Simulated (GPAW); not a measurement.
How far to go with the plane-wave cutoff: V (Im-3m, 1 atom in the cell)

```
CELL_PARAMETERS angstrom
     -1.50743     1.50743     1.50743
      1.50743    -1.50743     1.50743
      1.50743     1.50743    -1.50743
ATOMIC_POSITIONS crystal
  V  0.00000 0.00000 0.00000
```

Computed with PBE, GPAW PAW datasets PBE (gpaw-data 1.0.1) (plane waves; GPAW).

Base settings: mode = pw; ecut = 800 eV; xc = PBE; kpts = 5 5 5; mesh shift (steps) = 0 0 0; occupations.name = methfessel-paxton; occupations.width = 0.1 eV; occupations.order = 0; nbands = -7; symmetry.symmorphic = false.

The second cell is the first with its lattice scaled by 0.98.

The mesh stays at the base's, so the ladder's end is converged at best in this setting alone.

Only quantities that move along the ladder and can be compared are tabulated.

The count of work is k-points × plane waves × bands × iterations; it is no time. 

The starting cell has typed, rounded lattice constants, without a prior relaxation at this level. Its lattice was rescaled by up to half a per cent. Spin polarisation is off. Without a gap this mesh is coarse (it stands for a supercell whose shortest vector is 13 Å).

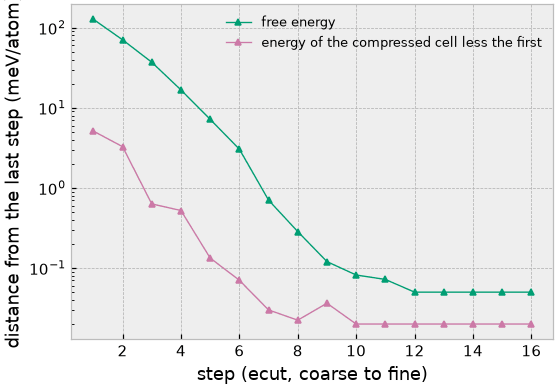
Figure: Distance from the last step along the ladder; very small values are drawn at a floor.

| ecut | free energy less the last step's (meV/atom) | energy of the compressed cell less the first (meV/atom) | pressure (GPa) | count of work / last |
|---|---|---|---|---|
| 280 eV | 127.49 | 25.36 | -4.59 | 0.067 |
| 320 eV | 70.66 | 27.21 | -2.83 | 0.064 |
| 360 eV | 37.08 | 29.86 | -1.97 | 0.083 |
| 400 eV | 16.73 | 31.01 | -1.11 | 0.095 |
| 440 eV | 7.19 | 30.35 | -0.58 | 0.12 |
| 480 eV | 3.05 | 30.42 | -0.29 | 0.13 |
| 560 eV | 0.70 | 30.52 | -0.10 | 0.16 |
| 640 eV | 0.29 | 30.51 | -0.07 | 0.20 |
| 720 eV | 0.12 | 30.52 | -0.06 | 0.23 |
| 800 eV | 0.08 | 30.48 | -0.06 | 0.27 |
| 880 eV | 0.07 | 30.48 | -0.05 | 0.31 |
| 960 eV | 0.04 | 30.48 | -0.05 | 0.36 |
| 1080 eV | 0.04 | 30.48 | -0.05 | 0.42 |
| 1200 eV | 0.03 | 30.48 | -0.05 | 0.49 |
| 1400 eV | 0.01 | 30.49 | -0.05 | 0.62 |
| 1600 eV | 0.01 | 30.49 | -0.05 | 0.76 |
| 1920 eV | 0.00 | 30.49 | -0.05 | 1.0 |

Coarsest ecut that holds the energy of the compressed cell less the first within 1 meV/atom of the last step, with all finer ones: 360 eV, at 0.083 of the last step's count of work; the step before is off by 3.3 meV/atom.

Coarsest ecut that holds the free energy within 2 meV/atom of the last step, with all finer ones: 560 eV, at 0.16 of the last step's count of work; the step before is off by 3.0 meV/atom.

Coarsest ecut that holds the pressure within 0.2 GPa of the last step, with all finer ones: 560 eV, at 0.16 of the last step's count of work; the step before is off by 0.24 GPa.

The energy difference between the two cells stays within 1 meV/atom of the last step's from 360 eV on, the total only from 560 eV on: much of the error is common to both cells and cancels.

At the lowest cutoff the pressure lies 4.5 GPa under the last step's, the usual sign of Pulay stress in an incomplete plane-wave basis.
